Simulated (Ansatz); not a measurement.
# Calculations on BH₃F

### Relaxation

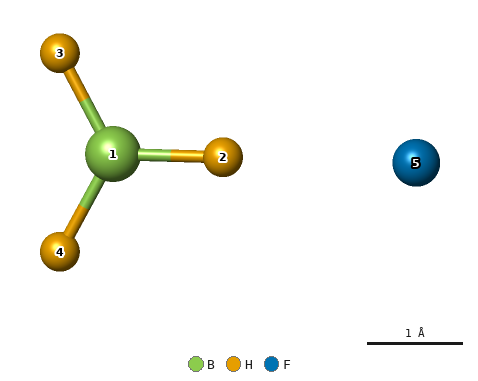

This is the input geometry for a relaxation of BH3F (multiplicity 2). A ball-and-stick model, seen at a tilt.

The run prepares an end point of a later path (reaction) calculation, from a guessed geometry.

All numbers below come from UKS r2SCAN-D4/6-31G* in Ansatz.

Input
```yaml
crystal:
  periodic: [false, false, false]
  atoms:
    - { symbol: B, position_ang: [0.0, 0.0, -0.087583] }
    - { symbol: H, position_ang: [0.0, 0.0, 1.112162] }
    - { symbol: H, position_ang: [1.050783, 0.0, -0.667896] }
    - { symbol: H, position_ang: [-1.050783, 0.0, -0.667896] }
    - { symbol: F, position_ang: [0.0, 0.0, 3.221213] }
magnetization:
  spin_polarized: true
  initial_magnetization: 1
basis:
  gaussian: { orbitals: "6-31G*" }
hamiltonian:
  xc: r2scan
  dispersion: d4
relax:
  f_tol: 0.03
  max_steps: 50
output:
  orbitals: {}
```

Launched with:
```bash
ansatz run input.yaml --threads 1 --pin off --max-ram 2048MiB --backend cpu --events-out ev --progress --plain --runs-dir out
```

Q: Predict the outcome.

A: The energy falls by 0.985 eV in 11 geometry steps. Largest force component: 0.49 eV/Å at the start, 0.0079 eV/Å at the end. H2 moves most after the best rigid fit: 0.66 Å. By element the largest moves are H 0.66 Å, F 0.49 Å, B 0.12 Å. Some distances before and after: H2–F5 2.109 → 0.955 Å, B1–H2 1.200 → 1.985 Å, B1–H3 1.200 → 1.190 Å. New bonds form, among them: H2–F5 (2.11 → 0.96 Å). Bonds break, among them: B1–H2 (1.20 → 1.99 Å). Among the angles between lasting bonds that change: H3–B1–H4 122.2° → 132.3°. The run took 8.1 s on 1 thread of AMD EPYC 9R45 96-Core Processor (Zen 5), on a shared host, peak memory 0.15 GiB.

Final geometry:

```xyz
5

B     0.0000    0.0000   -0.2109
H     0.0000    0.0000    1.7744
H     1.0884    0.0000   -0.6915
H    -1.0884    0.0000   -0.6915
F     0.0000    0.0000    2.7294
```

After the run, drawn alike:

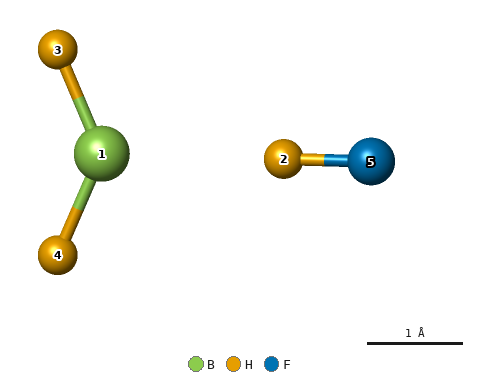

### Relaxation

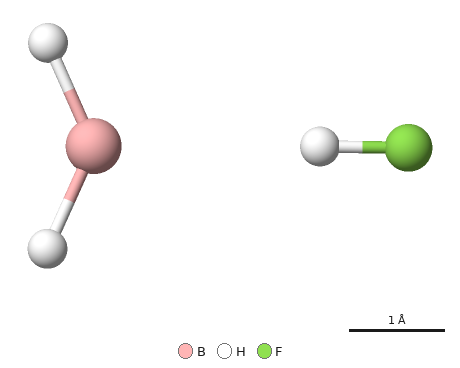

Starting structure of BH$_{3}$F (multiplicity 2). The picture is a ball-and-stick view, seen face on.

The run prepares an end point of a later path (reaction) calculation, from a guessed geometry.

Level of theory: UKS r2SCAN-D4/6-31G* in Ansatz.

Input file:
```yaml
crystal:
  periodic: [false, false, false]
  atoms:
    - { symbol: B, position_ang: [0.001417, 1.4e-05, -0.365554] }
    - { symbol: H, position_ang: [-0.006062, 0.00013, 2.019776] }
    - { symbol: H, position_ang: [1.091162, -2.3e-05, -0.850574] }
    - { symbol: H, position_ang: [-1.089771, -2.3e-05, -0.846778] }
    - { symbol: F, position_ang: [0.003254, -9.9e-05, 2.95313] }
magnetization:
  spin_polarized: true
  initial_magnetization: 1
basis:
  gaussian: { orbitals: "6-31G*" }
hamiltonian:
  xc: r2scan
  dispersion: d4
relax:
  f_tol: 0.03
  max_steps: 50
```

Command:
```bash
ansatz run input.yaml --threads 1 --pin off --max-ram 2048MiB --backend cpu --events-out ev --progress --plain --runs-dir out
```

> Predict the outcome.

The energy falls by 2.204 eV in 33 accepted moves (36 points after the start). The largest force component goes from 0.54 to 0.013 eV/Å. The line search rejected the trial steps at points 2, 8, 18 of the run. The forces were under the threshold at step 4, but the run went on from there. The atom that moves furthest after the best rigid fit is H2 (1.75 Å). By element the largest moves are H 1.75 Å, F 1.45 Å, B 0.97 Å. Some distances before and after: B1–F5 3.319 → 1.346 Å, H2–F5 0.933 → 2.199 Å, B1–H2 2.385 → 1.291 Å, B1–H3 1.193 → 1.291 Å. New bonds form, among them: B1–F5 (3.32 → 1.35 Å), B1–H2 (2.39 → 1.29 Å). Bonds break, among them: H2–F5 (0.93 → 2.20 Å). Among the angles between lasting bonds that change: H3–B1–H4 132.2° → 116.2°.

Final geometry:

```xyz
5

B    -0.1752   -0.0854    0.5853
H     0.4895    1.0171    0.6876
H     1.0180   -0.0835    0.0923
H    -1.0718   -0.0917   -0.2041
F    -0.2605   -0.7566    1.7489
```

The end point in the same view:

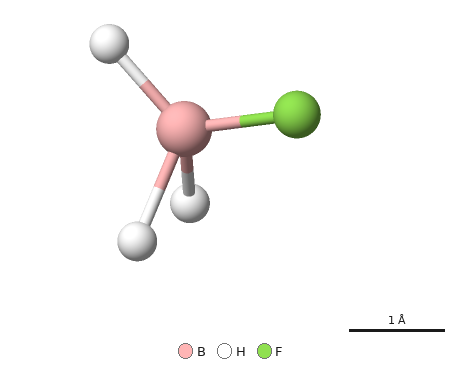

Limits of the set-up: the start holds two separate molecules, 2.4 Å apart at their closest, whose relative position is a soft coordinate.

### Path

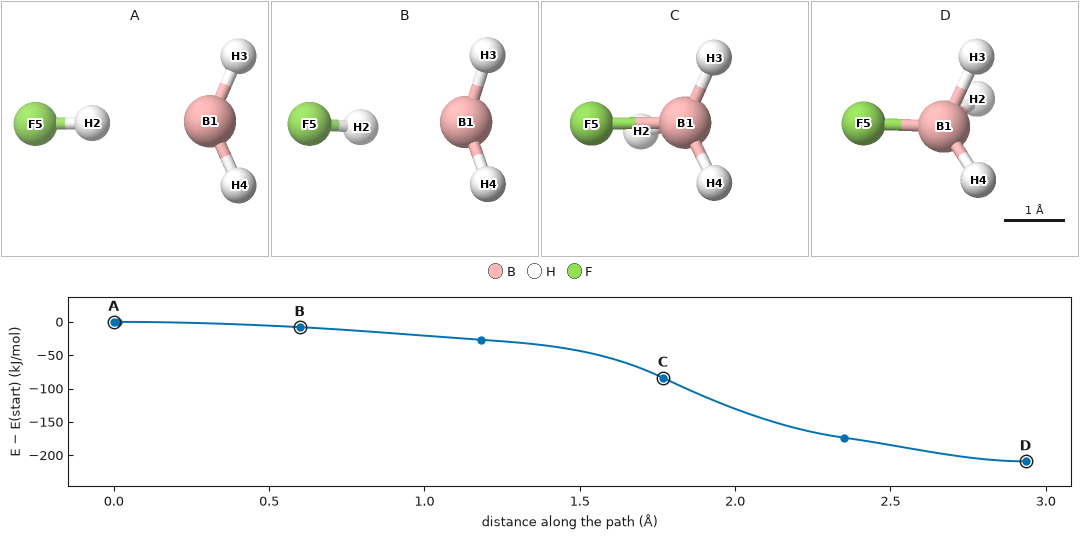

A nudged-elastic-band calculation for BH3F (multiplicity 2). Images are numbered from 0 (start) to 6 (end). Frames A to D are images 0, 2, 4, 6. The picture is a ball-and-stick view, seen face on.

Computed with UKS r2SCAN-D4/6-31G* in Ansatz 0.2.0. Settings: 5 movable images; climbing image; force threshold 0.03 eV/Å; iteration limit 60; starting path through a guess of the saddle point.

Read off the barrier and say what moves.

No barrier shows: the energy is highest at the start, and the end lies 209.1 kJ/mol below the start. Breaking: H2–F5 (0.96 → 2.20 Å). Forming: B1–F5 (2.94 → 1.35 Å), B1–H2 (1.99 → 1.29 Å). The band converged in 15 iterations. The largest component of the band force went from 6.1 to 0.025 eV/Å.

The run took 38 s on 1 thread of AMD EPYC 9R45 96-Core Processor (Zen 5), on a shared host, peak memory 0.14 GiB.
